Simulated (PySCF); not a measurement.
**C$_{5}$H$_{10}$O$_{3}$Si (SMILES O=C1CO[C@H](CCO)[SiH2]1): density, localisation and related maps**

```xyz
19

O    -3.3559    0.0350   -1.3207
C    -2.3750    0.0242   -0.6181
C    -2.4329   -0.1875    0.8875
O    -1.2159    0.1628    1.4928
C    -0.1017   -0.3081    0.7311
C     1.1653    0.3426    1.2619
C     2.3314   -0.0202    0.3548
O     2.0155    0.4151   -0.9543
Si   -0.5025    0.1818   -1.0768
H    -3.2172    0.4109    1.3548
H    -2.6609   -1.2551    1.0549
H    -0.0254   -1.4016    0.8645
H     1.0245    1.4229    1.2600
H     1.3783    0.0223    2.2827
H     3.2516    0.4686    0.6993
H     2.4827   -1.1071    0.3672
H     2.6437    0.0496   -1.5848
H    -0.1571   -0.8274   -2.0725
H    -0.2583    1.5807   -1.3914
```

Geometry: GFN2-xTB.

Level of theory: PBE0/pcSseg-1, SCF density, gas phase, non-relativistic (PySCF 2.14.0).

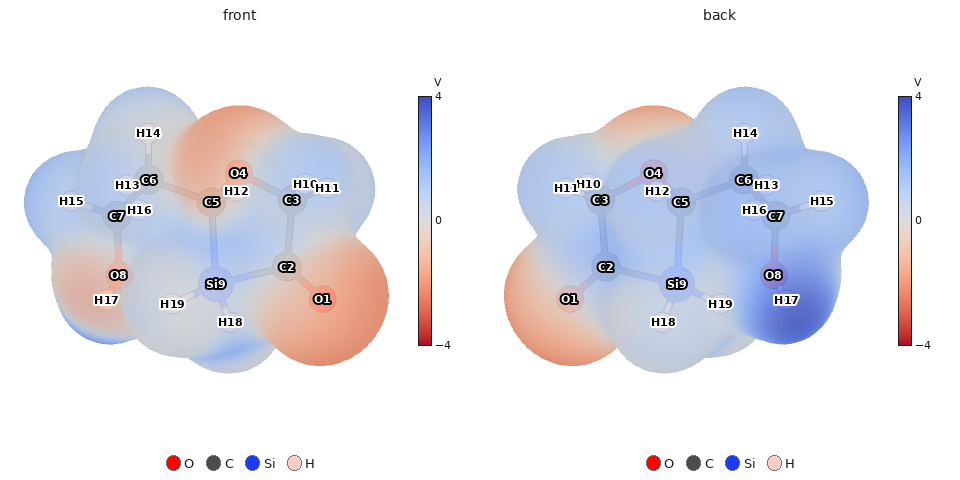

Figure 1. The molecular electrostatic potential painted on the density surface at 0.004 e/bohr³, seen from the front and from behind; red is negative and blue positive.

Question: Describe the electrostatic potential map.

Answer: The most negative region (about −2.0 V, or −46 kcal/mol for a unit charge) lies over O1, the most positive (about +3.5 V, or +81 kcal/mol for a unit charge) over H17. O1 is the likeliest acceptor of a hydrogen bond.

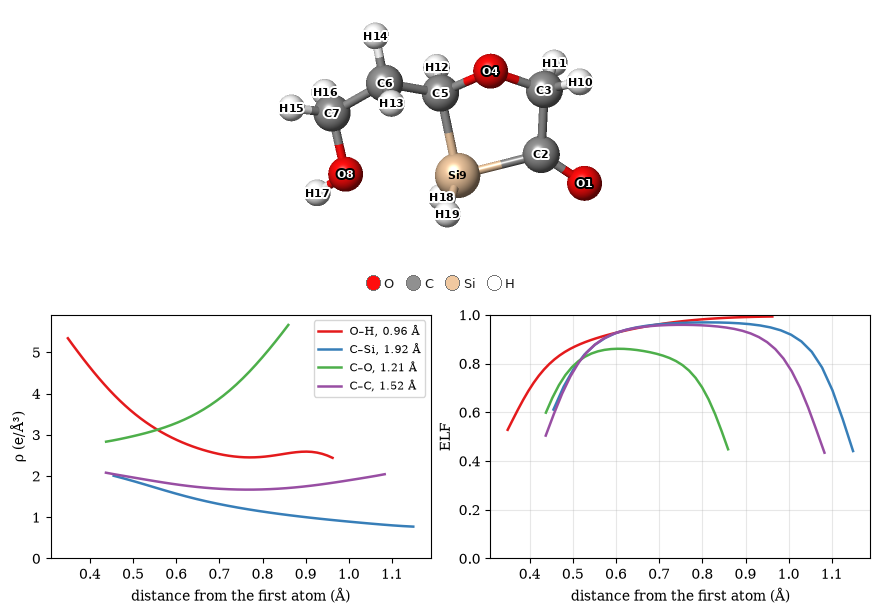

Figure 2. Electron density and electron localisation function along straight lines between neighbouring atoms. The curves leave out the atomic cores. The structure is drawn too.

Question: What kind of bonding do the profiles show?

Answer: O–H (0.96 Å): ρ at the midpoint is about 3.7 e/Å³; the ELF climbs to about 1 towards the hydrogen, as it does in any bond to H; a covalent bond by its length.
C–Si (1.92 Å): ρ is about 0.94 e/Å³ halfway; the ELF peaks at about 0.95 between the atoms (localised, covalent bonding).
C–O (1.21 Å): ρ at the midpoint is about 3.3 e/Å³; the ELF peaks at about 0.85 between the atoms: a multiple bond.
C–C (1.52 Å): ρ is about 1.7 e/Å³ halfway; the ELF peaks at about 0.95 between the atoms (a shared electron pair).
